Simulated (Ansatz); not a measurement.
# CH7FSi (SMILES [SiH4].CF): Born-Oppenheimer dynamics

The task is to watch the atoms for 80 steps of 0.75 fs, started with velocities for 500 K and run at constant energy.

Computed with Ansatz 0.2.0, Gaussian basis. Level: SPW92/def2-SVP.

116 further runs of the same task are left out: 116 set aside as unsound or not needed.

## Step 1: Starting geometry

The start, a pair relaxed at PBE0-D4: SMILES `[SiH4].CF`, 10 atoms, charge 0, spin multiplicity 1.

Atoms are counted from 1 here; the program's logs count them from 0.

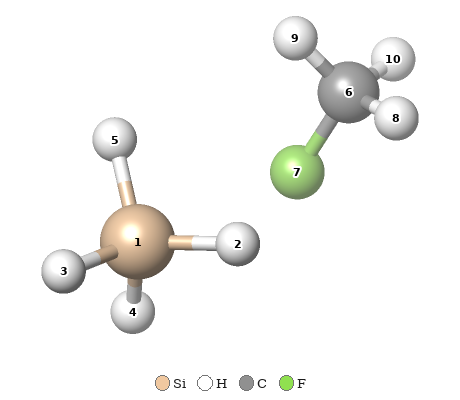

Start geometry, drawn with silicon light orange, hydrogen white, carbon grey, fluorine green; atoms are numbered from 1 in the order of the file.

As a file:

```mol
CH7FSi
  3D, bonds by distance, orders not assigned

 10  8  0  0  0  0  0  0  0  0999 V2000
   -0.1473    0.0550   -1.8907 Si  0  0
    0.9504   -0.7343   -1.2769 H   0  0
   -0.3637   -0.4299   -3.2797 H   0  0
    0.2114    1.4928   -1.9250 H   0  0
   -1.3983   -0.1450   -1.1165 H   0  0
    0.1432   -0.0980    1.9358 C   0  0
    0.2822    0.9955    1.1073 F   0  0
    1.0030   -0.7575    1.8003 H   0  0
   -0.7764   -0.6263    1.6749 H   0  0
    0.0954    0.2477    2.9705 H   0  0
  1  2  8  0
  1  3  8  0
  1  4  8  0
  1  5  8  0
  6  7  8  0
  6  8  8  0
  6  9  8  0
  6 10  8  0
M  END
```

## Step 2: The run

Input file md/in.yaml:

```yaml
crystal:
  periodic: [false, false, false]
  atoms:
    - {symbol: Si, position_ang: [-0.147276, 0.055000, -1.890690]}
    - {symbol: H, position_ang: [0.950445, -0.734330, -1.276928]}
    - {symbol: H, position_ang: [-0.363741, -0.429918, -3.279688]}
    - {symbol: H, position_ang: [0.211354, 1.492802, -1.925025]}
    - {symbol: H, position_ang: [-1.398336, -0.145024, -1.116454]}
    - {symbol: C, position_ang: [0.143190, -0.098050, 1.935840]}
    - {symbol: F, position_ang: [0.282191, 0.995544, 1.107310]}
    - {symbol: H, position_ang: [1.003050, -0.757459, 1.800305]}
    - {symbol: H, position_ang: [-0.776404, -0.626273, 1.674897]}
    - {symbol: H, position_ang: [0.095427, 0.247709, 2.970532]}
basis:
  gaussian: {orbitals: def2-SVP}
hamiltonian: {xc: lda}
md: {n_steps: 80, timestep: 0.75, temperature: 500, ensemble: nve, seed: 99, initial_velocities: maxwell_boltzmann}
```

Run with:

```console
$ ansatz run in.yaml --threads 4 --pin off --events-out ev --progress --plain --max-ram 9574MiB
```

The program printed:

```text
Functional definition: SPW92
  name "SPW92"
  cite "Dirac, Proc. Camb. Phil. Soc. 26, 376 (1930) doi:10.1017/S0305004100016108"
  cite "Slater, Phys. Rev. 81, 385 (1951) doi:10.1103/PhysRev.81.385"
  cite "Perdew & Wang, Phys. Rev. B 45, 13244 (1992) doi:10.1103/PhysRevB.45.13244"
  exchange = slater_x
  correlation = pw_c
908 factors; their error is unknown
mean field evaluation 1: about -11674.5535 eV, gradient 3.7e1 eV
mean field evaluation 2: about -11673.0987 eV, gradient 4.5e1 eV
mean field evaluation 4: about -11678.2491 eV, gradient 1.8e0 eV
mean field evaluation 8: about -11678.1968 eV, gradient 3.2e-2 eV
mean field -11678.19678299 eV, -429.1658160088 hartree, gradient 3.1e-5 eV, S^2 0.000000; 0 other end points of the search recorded, 0 dependent functions left out
the calculation of the forces begins
reference -11678.19681555 eV, -429.1658172053 hartree; 18, 18 occupied and 63, 63 virtual orbitals, 908 factors
md step     0: t =     0.00 fs  T =   500.0 K  F+E_penalty+E_count = -11678.19678299 eV  E_kin = 0.517040 eV  conserved = -11677.67974299 eV  (22 SCF iters)
[... from here on, the SCF cycles and remarks between the steps are left out ...]
md step     1: t =     0.75 fs  T =   519.5 K  F+E_penalty+E_count = -11678.21782069 eV  E_kin = 0.537255 eV  conserved = -11677.68056586 eV  (27 SCF iters)
md step     2: t =     1.50 fs  T =   507.5 K  F+E_penalty+E_count = -11678.20508992 eV  E_kin = 0.524769 eV  conserved = -11677.68032132 eV  (27 SCF iters)
md step     3: t =     2.25 fs  T =   466.4 K  F+E_penalty+E_count = -11678.16167077 eV  E_kin = 0.482313 eV  conserved = -11677.67935804 eV  (27 SCF iters)
md step     4: t =     3.00 fs  T =   410.1 K  F+E_penalty+E_count = -11678.10230622 eV  E_kin = 0.424118 eV  conserved = -11677.67818869 eV  (27 SCF iters)
md step     5: t =     3.75 fs  T =   355.9 K  F+E_penalty+E_count = -11678.04535478 eV  E_kin = 0.368079 eV  conserved = -11677.67727574 eV  (27 SCF iters)
md step     6: t =     4.50 fs  T =   317.5 K  F+E_penalty+E_count = -11678.00526094 eV  E_kin = 0.328313 eV  conserved = -11677.67694816 eV  (27 SCF iters)
md step     7: t =     5.25 fs  T =   299.7 K  F+E_penalty+E_count = -11677.98724008 eV  E_kin = 0.309906 eV  conserved = -11677.67733421 eV  (27 SCF iters)
md step     8: t =     6.00 fs  T =   297.0 K  F+E_penalty+E_count = -11677.98540594 eV  E_kin = 0.307138 eV  conserved = -11677.67826755 eV  (27 SCF iters)
md step     9: t =     6.75 fs  T =   296.5 K  F+E_penalty+E_count = -11677.98577593 eV  E_kin = 0.306573 eV  conserved = -11677.67920324 eV  (27 SCF iters)
md step    10: t =     7.50 fs  T =   285.9 K  F+E_penalty+E_count = -11677.97503298 eV  E_kin = 0.295668 eV  conserved = -11677.67936468 eV  (27 SCF iters)
md step    11: t =     8.25 fs  T =   264.6 K  F+E_penalty+E_count = -11677.95203063 eV  E_kin = 0.273635 eV  conserved = -11677.67839541 eV  (27 SCF iters)
md step    12: t =     9.00 fs  T =   246.7 K  F+E_penalty+E_count = -11677.93213251 eV  E_kin = 0.255062 eV  conserved = -11677.67707017 eV  (27 SCF iters)
md step    13: t =     9.75 fs  T =   249.9 K  F+E_penalty+E_count = -11677.93519926 eV  E_kin = 0.258454 eV  conserved = -11677.67674559 eV  (28 SCF iters)
md step    14: t =    10.50 fs  T =   278.8 K  F+E_penalty+E_count = -11677.96607173 eV  E_kin = 0.288329 eV  conserved = -11677.67774320 eV  (26 SCF iters)
md step    15: t =    11.25 fs  T =   319.8 K  F+E_penalty+E_count = -11678.00975049 eV  E_kin = 0.330679 eV  conserved = -11677.67907150 eV  (27 SCF iters)
md step    16: t =    12.00 fs  T =   353.7 K  F+E_penalty+E_count = -11678.04546227 eV  E_kin = 0.365755 eV  conserved = -11677.67970683 eV  (25 SCF iters)
md step    17: t =    12.75 fs  T =   370.2 K  F+E_penalty+E_count = -11678.06226421 eV  E_kin = 0.382868 eV  conserved = -11677.67939614 eV  (27 SCF iters)
md step    18: t =    13.50 fs  T =   372.5 K  F+E_penalty+E_count = -11678.06371946 eV  E_kin = 0.385208 eV  conserved = -11677.67851170 eV  (28 SCF iters)
md step    19: t =    14.25 fs  T =   372.4 K  F+E_penalty+E_count = -11678.06273274 eV  E_kin = 0.385101 eV  conserved = -11677.67763224 eV  (27 SCF iters)
md step    20: t =    15.00 fs  T =   382.4 K  F+E_penalty+E_count = -11678.07267593 eV  E_kin = 0.395451 eV  conserved = -11677.67722513 eV  (27 SCF iters)
md step    21: t =    15.75 fs  T =   408.5 K  F+E_penalty+E_count = -11678.09990353 eV  E_kin = 0.422400 eV  conserved = -11677.67750343 eV  (28 SCF iters)
md step    22: t =    16.50 fs  T =   446.5 K  F+E_penalty+E_count = -11678.14017837 eV  E_kin = 0.461765 eV  conserved = -11677.67841385 eV  (27 SCF iters)
md step    23: t =    17.25 fs  T =   483.4 K  F+E_penalty+E_count = -11678.17949988 eV  E_kin = 0.499856 eV  conserved = -11677.67964340 eV  (28 SCF iters)
md step    24: t =    18.00 fs  T =   501.6 K  F+E_penalty+E_count = -11678.19931350 eV  E_kin = 0.518708 eV  conserved = -11677.68060563 eV  (27 SCF iters)
md step    25: t =    18.75 fs  T =   488.7 K  F+E_penalty+E_count = -11678.18590255 eV  E_kin = 0.505310 eV  conserved = -11677.68059267 eV  (27 SCF iters)
md step    26: t =    19.50 fs  T =   446.4 K  F+E_penalty+E_count = -11678.14091353 eV  E_kin = 0.461572 eV  conserved = -11677.67934165 eV  (27 SCF iters)
md step    27: t =    20.25 fs  T =   393.4 K  F+E_penalty+E_count = -11678.08441453 eV  E_kin = 0.406797 eV  conserved = -11677.67761750 eV  (27 SCF iters)
md step    28: t =    21.00 fs  T =   354.2 K  F+E_penalty+E_count = -11678.04299893 eV  E_kin = 0.366288 eV  conserved = -11677.67671121 eV  (27 SCF iters)
md step    29: t =    21.75 fs  T =   342.1 K  F+E_penalty+E_count = -11678.03085134 eV  E_kin = 0.353742 eV  conserved = -11677.67710899 eV  (27 SCF iters)
md step    30: t =    22.50 fs  T =   352.0 K  F+E_penalty+E_count = -11678.04221312 eV  E_kin = 0.363987 eV  conserved = -11677.67822567 eV  (27 SCF iters)
md step    31: t =    23.25 fs  T =   367.8 K  F+E_penalty+E_count = -11678.05956814 eV  E_kin = 0.380327 eV  conserved = -11677.67924138 eV  (27 SCF iters)
md step    32: t =    24.00 fs  T =   373.9 K  F+E_penalty+E_count = -11678.06632291 eV  E_kin = 0.386674 eV  conserved = -11677.67964926 eV  (28 SCF iters)
md step    33: t =    24.75 fs  T =   363.4 K  F+E_penalty+E_count = -11678.05517658 eV  E_kin = 0.375826 eV  conserved = -11677.67935087 eV  (27 SCF iters)
md step    34: t =    25.50 fs  T =   339.8 K  F+E_penalty+E_count = -11678.02999076 eV  E_kin = 0.351397 eV  conserved = -11677.67859346 eV  (27 SCF iters)
md step    35: t =    26.25 fs  T =   313.6 K  F+E_penalty+E_count = -11678.00210351 eV  E_kin = 0.324324 eV  conserved = -11677.67777933 eV  (26 SCF iters)
md step    36: t =    27.00 fs  T =   296.6 K  F+E_penalty+E_count = -11677.98398308 eV  E_kin = 0.306702 eV  conserved = -11677.67728158 eV  (27 SCF iters)
md step    37: t =    27.75 fs  T =   295.9 K  F+E_penalty+E_count = -11677.98325912 eV  E_kin = 0.305933 eV  conserved = -11677.67732582 eV  (27 SCF iters)
md step    38: t =    28.50 fs  T =   310.6 K  F+E_penalty+E_count = -11677.99914034 eV  E_kin = 0.321227 eV  conserved = -11677.67791337 eV  (26 SCF iters)
md step    39: t =    29.25 fs  T =   332.6 K  F+E_penalty+E_count = -11678.02263755 eV  E_kin = 0.343909 eV  conserved = -11677.67872825 eV  (27 SCF iters)
md step    40: t =    30.00 fs  T =   350.6 K  F+E_penalty+E_count = -11678.04171140 eV  E_kin = 0.362507 eV  conserved = -11677.67920433 eV  (27 SCF iters)
md step    41: t =    30.75 fs  T =   358.6 K  F+E_penalty+E_count = -11678.04979087 eV  E_kin = 0.370838 eV  conserved = -11677.67895291 eV  (26 SCF iters)
md step    42: t =    31.50 fs  T =   360.6 K  F+E_penalty+E_count = -11678.05113848 eV  E_kin = 0.372881 eV  conserved = -11677.67825791 eV  (27 SCF iters)
md step    43: t =    32.25 fs  T =   366.1 K  F+E_penalty+E_count = -11678.05642125 eV  E_kin = 0.378567 eV  conserved = -11677.67785403 eV  (27 SCF iters)
md step    44: t =    33.00 fs  T =   380.9 K  F+E_penalty+E_count = -11678.07197072 eV  E_kin = 0.393843 eV  conserved = -11677.67812798 eV  (26 SCF iters)
md step    45: t =    33.75 fs  T =   401.3 K  F+E_penalty+E_count = -11678.09382098 eV  E_kin = 0.414963 eV  conserved = -11677.67885814 eV  (27 SCF iters)
md step    46: t =    34.50 fs  T =   417.0 K  F+E_penalty+E_count = -11678.11075274 eV  E_kin = 0.431226 eV  conserved = -11677.67952703 eV  (27 SCF iters)
md step    47: t =    35.25 fs  T =   418.3 K  F+E_penalty+E_count = -11678.11225259 eV  E_kin = 0.432605 eV  conserved = -11677.67964726 eV  (27 SCF iters)
md step    48: t =    36.00 fs  T =   403.3 K  F+E_penalty+E_count = -11678.09608575 eV  E_kin = 0.417016 eV  conserved = -11677.67907018 eV  (27 SCF iters)
md step    49: t =    36.75 fs  T =   379.6 K  F+E_penalty+E_count = -11678.07068152 eV  E_kin = 0.392581 eV  conserved = -11677.67810061 eV  (27 SCF iters)
md step    50: t =    37.50 fs  T =   361.1 K  F+E_penalty+E_count = -11678.05063642 eV  E_kin = 0.373366 eV  conserved = -11677.67727077 eV  (27 SCF iters)
md step    51: t =    38.25 fs  T =   359.3 K  F+E_penalty+E_count = -11678.04857150 eV  E_kin = 0.371548 eV  conserved = -11677.67702347 eV  (27 SCF iters)
md step    52: t =    39.00 fs  T =   377.8 K  F+E_penalty+E_count = -11678.06816659 eV  E_kin = 0.390638 eV  conserved = -11677.67752887 eV  (27 SCF iters)
md step    53: t =    39.75 fs  T =   408.9 K  F+E_penalty+E_count = -11678.10148051 eV  E_kin = 0.422866 eV  conserved = -11677.67861489 eV  (26 SCF iters)
md step    54: t =    40.50 fs  T =   437.1 K  F+E_penalty+E_count = -11678.13180192 eV  E_kin = 0.452033 eV  conserved = -11677.67976928 eV  (27 SCF iters)
md step    55: t =    41.25 fs  T =   446.2 K  F+E_penalty+E_count = -11678.14175411 eV  E_kin = 0.461436 eV  conserved = -11677.68031805 eV  (25 SCF iters)
md step    56: t =    42.00 fs  T =   429.0 K  F+E_penalty+E_count = -11678.12348823 eV  E_kin = 0.443612 eV  conserved = -11677.67987574 eV  (27 SCF iters)
md step    57: t =    42.75 fs  T =   392.1 K  F+E_penalty+E_count = -11678.08416173 eV  E_kin = 0.405423 eV  conserved = -11677.67873841 eV  (27 SCF iters)
md step    58: t =    43.50 fs  T =   351.7 K  F+E_penalty+E_count = -11678.04135241 eV  E_kin = 0.363707 eV  conserved = -11677.67764518 eV  (27 SCF iters)
md step    59: t =    44.25 fs  T =   323.8 K  F+E_penalty+E_count = -11678.01195425 eV  E_kin = 0.334794 eV  conserved = -11677.67716056 eV  (27 SCF iters)
md step    60: t =    45.00 fs  T =   315.2 K  F+E_penalty+E_count = -11678.00333543 eV  E_kin = 0.325897 eV  conserved = -11677.67743807 eV  (27 SCF iters)
md step    61: t =    45.75 fs  T =   321.7 K  F+E_penalty+E_count = -11678.01089630 eV  E_kin = 0.332673 eV  conserved = -11677.67822355 eV  (26 SCF iters)
md step    62: t =    46.50 fs  T =   332.0 K  F+E_penalty+E_count = -11678.02220889 eV  E_kin = 0.343270 eV  conserved = -11677.67893856 eV  (27 SCF iters)
md step    63: t =    47.25 fs  T =   335.3 K  F+E_penalty+E_count = -11678.02585736 eV  E_kin = 0.346761 eV  conserved = -11677.67909626 eV  (26 SCF iters)
md step    64: t =    48.00 fs  T =   329.0 K  F+E_penalty+E_count = -11678.01884794 eV  E_kin = 0.340177 eV  conserved = -11677.67867069 eV  (27 SCF iters)
md step    65: t =    48.75 fs  T =   318.4 K  F+E_penalty+E_count = -11678.00723806 eV  E_kin = 0.329223 eV  conserved = -11677.67801518 eV  (27 SCF iters)
md step    66: t =    49.50 fs  T =   312.7 K  F+E_penalty+E_count = -11678.00090657 eV  E_kin = 0.323354 eV  conserved = -11677.67755241 eV  (27 SCF iters)
md step    67: t =    50.25 fs  T =   318.6 K  F+E_penalty+E_count = -11678.00700347 eV  E_kin = 0.329457 eV  conserved = -11677.67754679 eV  (27 SCF iters)
md step    68: t =    51.00 fs  T =   336.3 K  F+E_penalty+E_count = -11678.02576961 eV  E_kin = 0.347767 eV  conserved = -11677.67800289 eV  (27 SCF iters)
md step    69: t =    51.75 fs  T =   359.6 K  F+E_penalty+E_count = -11678.05050379 eV  E_kin = 0.371856 eV  conserved = -11677.67864735 eV  (27 SCF iters)
md step    70: t =    52.50 fs  T =   379.9 K  F+E_penalty+E_count = -11678.07186052 eV  E_kin = 0.392813 eV  conserved = -11677.67904705 eV  (27 SCF iters)
md step    71: t =    53.25 fs  T =   392.1 K  F+E_penalty+E_count = -11678.08439097 eV  E_kin = 0.405480 eV  conserved = -11677.67891109 eV  (27 SCF iters)
md step    72: t =    54.00 fs  T =   398.8 K  F+E_penalty+E_count = -11678.09071187 eV  E_kin = 0.412348 eV  conserved = -11677.67836430 eV  (27 SCF iters)
md step    73: t =    54.75 fs  T =   407.7 K  F+E_penalty+E_count = -11678.09947506 eV  E_kin = 0.421617 eV  conserved = -11677.67785849 eV  (27 SCF iters)
md step    74: t =    55.50 fs  T =   426.1 K  F+E_penalty+E_count = -11678.11842710 eV  E_kin = 0.440570 eV  conserved = -11677.67785691 eV  (24 SCF iters)
md step    75: t =    56.25 fs  T =   453.2 K  F+E_penalty+E_count = -11678.14725297 eV  E_kin = 0.468687 eV  conserved = -11677.67856600 eV  (27 SCF iters)
md step    76: t =    57.00 fs  T =   478.8 K  F+E_penalty+E_count = -11678.17473917 eV  E_kin = 0.495095 eV  conserved = -11677.67964459 eV  (25 SCF iters)
md step    77: t =    57.75 fs  T =   487.3 K  F+E_penalty+E_count = -11678.18425072 eV  E_kin = 0.503958 eV  conserved = -11677.68029293 eV  (27 SCF iters)
md step    78: t =    58.50 fs  T =   469.7 K  F+E_penalty+E_count = -11678.16562143 eV  E_kin = 0.485663 eV  conserved = -11677.67995798 eV  (27 SCF iters)
md step    79: t =    59.25 fs  T =   430.0 K  F+E_penalty+E_count = -11678.12342848 eV  E_kin = 0.444604 eV  conserved = -11677.67882489 eV  (26 SCF iters)
md step    80: t =    60.00 fs  T =   383.9 K  F+E_penalty+E_count = -11678.07453513 eV  E_kin = 0.396966 eV  conserved = -11677.67756959 eV  (26 SCF iters)
Total energy: -11678.07456762 eV, -429.1613246770 hartree
Atom 0 at    -0.131164     0.087057    -1.818915 Å, force     0.186915     0.001488    -0.163561 eV/Å
Atom 1 at    -0.566177    -0.796961    -0.743500 Å, force    -0.508691    -0.452729     0.619842 eV/Å
Atom 2 at    -0.352103    -0.654313    -3.088805 Å, force     0.318240    -0.248673    -0.356350 eV/Å
Atom 3 at     1.288576     0.397425    -1.474258 Å, force     0.216043     0.133937    -0.272639 eV/Å
Atom 4 at    -0.963873     1.289732    -2.011266 Å, force    -0.219109     0.510639     0.261744 eV/Å
Atom 5 at     0.421242    -0.082706     1.852318 Å, force     1.010383    -0.761497     0.371597 eV/Å
Atom 6 at     0.008129     0.939152     1.046529 Å, force    -0.020863    -0.434173     0.364619 eV/Å
Atom 7 at     1.520799    -0.365807     1.601661 Å, force    -1.214368     0.309529     0.217676 eV/Å
Atom 8 at    -0.204622    -1.038835     1.745295 Å, force     0.332125     0.917682    -0.165891 eV/Å
Atom 9 at     0.402510     0.203127     2.959524 Å, force    -0.100675     0.023798    -0.877037 eV/Å
Dipole moment:     0.115842    -0.193846     0.299056 e Å
```

Wall time 30 s (4 threads of Arm Neoverse V1, shared host).

## Step 3: The trajectory

One row in 5 steps:

| time (fs) | T (K) | potential (meV) | potential + kinetic (meV) | C6–H8 (Å) | Si1–H2 (Å) | C6–H10 (Å) |
| --- | --- | --- | --- | --- | --- | --- |
| 0.00 | 500 | 0.0 | 0.0 | 1.092 | 1.485 | 1.092 |
| 3.75 | 356 | 151.4 | 2.5 | 1.180 | 1.549 | 1.137 |
| 7.50 | 286 | 221.7 | 0.4 | 1.091 | 1.556 | 1.120 |
| 11.25 | 320 | 187.0 | 0.7 | 1.092 | 1.486 | 1.089 |
| 15.00 | 382 | 124.1 | 2.5 | 1.177 | 1.462 | 1.139 |
| 18.75 | 489 | 10.9 | -0.8 | 1.091 | 1.529 | 1.124 |
| 22.50 | 352 | 154.6 | 1.5 | 1.093 | 1.555 | 1.082 |
| 26.25 | 314 | 194.7 | 2.0 | 1.174 | 1.496 | 1.139 |
| 30.00 | 351 | 155.1 | 0.5 | 1.093 | 1.467 | 1.129 |
| 33.75 | 401 | 103.0 | 0.9 | 1.096 | 1.533 | 1.080 |
| 37.50 | 361 | 146.1 | 2.5 | 1.168 | 1.573 | 1.140 |
| 41.25 | 446 | 55.0 | -0.6 | 1.092 | 1.517 | 1.131 |
| 45.00 | 315 | 193.4 | 2.3 | 1.097 | 1.460 | 1.077 |
| 48.75 | 318 | 189.5 | 1.7 | 1.165 | 1.504 | 1.140 |
| 52.50 | 380 | 124.9 | 0.7 | 1.095 | 1.552 | 1.132 |
| 56.25 | 453 | 49.5 | 1.2 | 1.100 | 1.512 | 1.075 |
| 60.00 | 384 | 122.2 | 2.2 | 1.163 | 1.459 | 1.144 |

Energies count from the start.

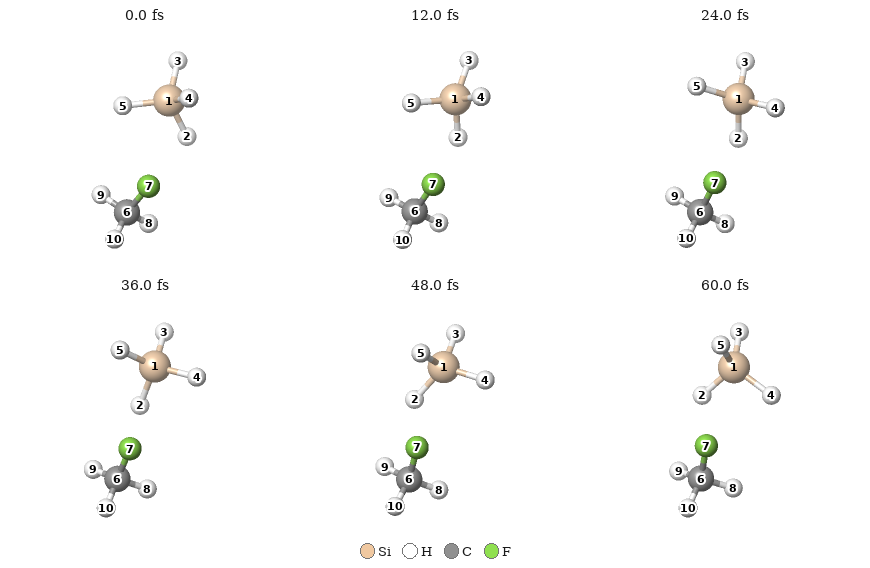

Six frames.

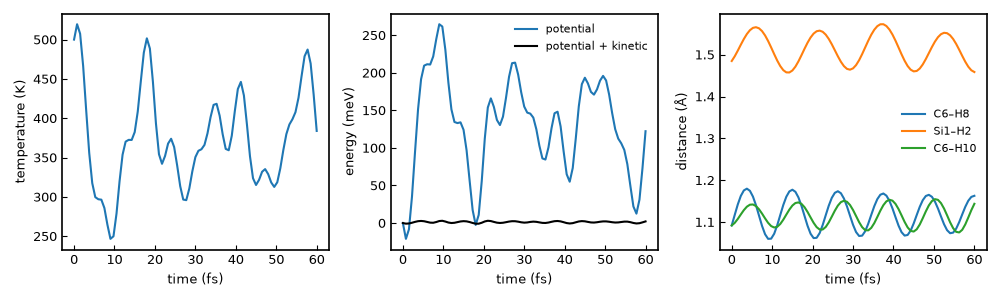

Temperature, energies and the distances followed.

Positions (Å) and forces (eV/Å) at 24.00 fs:

```xyz
10

Si   -0.145    0.073   -1.878    0.068   -0.429   -0.011
H     0.506   -0.978   -0.964   -0.518    0.277   -0.118
H    -0.361   -0.638   -3.220    0.349    0.333    0.227
H     0.895    1.191   -1.899   -0.496   -0.144   -0.208
H    -1.584    0.500   -1.553    0.622   -0.022    0.282
C     0.275   -0.104    1.926   -0.013    0.079   -0.778
F     0.166    0.982    1.098    0.509   -0.077   -0.073
H     1.231   -0.704    1.771   -0.563    0.558    0.028
H    -0.600   -0.733    1.688   -0.115   -0.577    0.158
H     0.183    0.244    2.965    0.157    0.001    0.494
```

Positions (Å) and forces (eV/Å) at 60.00 fs:

```xyz
10

Si   -0.131    0.087   -1.819    0.187    0.001   -0.164
H    -0.566   -0.797   -0.744   -0.509   -0.453    0.620
H    -0.352   -0.654   -3.089    0.318   -0.249   -0.356
H     1.289    0.397   -1.474    0.216    0.134   -0.273
H    -0.964    1.290   -2.011   -0.219    0.511    0.262
C     0.421   -0.083    1.852    1.010   -0.761    0.372
F     0.008    0.939    1.047   -0.021   -0.434    0.365
H     1.521   -0.366    1.602   -1.214    0.310    0.218
H    -0.205   -1.039    1.745    0.332    0.918   -0.166
H     0.403    0.203    2.960   -0.101    0.024   -0.877
```

## Step 4: Outcome

```
                                                 quantity              value
                                                   length  80 steps, 60.0 fs
                                 temperature at the start              500 K
                            mean temperature, second half              383 K
lowest and highest potential energy, from the first frame    -21 and 265 meV
                    largest change of potential + kinetic            3.0 meV
```

In words: With no thermostat the total energy should stay fixed; it holds within 3.0 meV, small beside the kinetic energy, so the time step serves. The temperature runs between 247 and 520 K. The molecule keeps its bonds.
